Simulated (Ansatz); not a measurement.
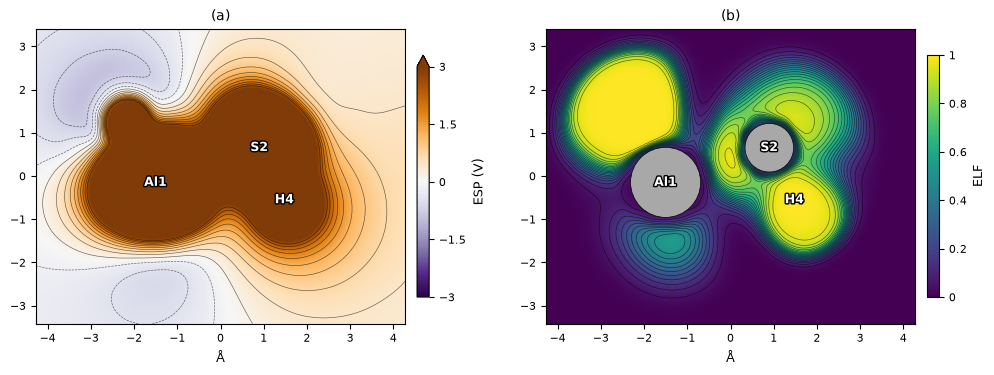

Figure 1: AlH5S. (a) electrostatic potential; (b) ELF on the plane of atoms Al1, S2 and H4. Grey discs cover the atomic cores in the ELF map.

Geometry: PBE0-D4/def2-TZVP.

Computed with Ansatz 0.2.0, RKS PBE0-D4/def2-TZVP.

```
atom    x (Å)    y (Å)    z (Å)
  Al   0.1222  -0.2097  -1.0629
   S   0.1460  -0.2429   1.4679
   H   0.5198   1.0337   1.6581
   H  -1.1523   0.0466   1.6589
   H   1.7098  -0.1980  -1.2296
   H  -0.6775   1.1577  -1.2696
   H  -0.6681  -1.5875  -1.2227
```

Question: What do the fields say about this system?

Answer: The section cuts through Al, S and H sites. Al–S (2.53 Å): the ELF peaks at about 0.95 in the valence shell of S, 0.9 Å from its nucleus, and is about 0.85 at the midpoint. S–H (1.34 Å): the ELF climbs to about 1 towards the hydrogen, as it does in any bond to H. The ELF also peaks beside S2, away from the bonds: lone-pair regions. Outside the dense part of the molecule the potential is most negative (−0.9 V) near H5, which lies off the plane.
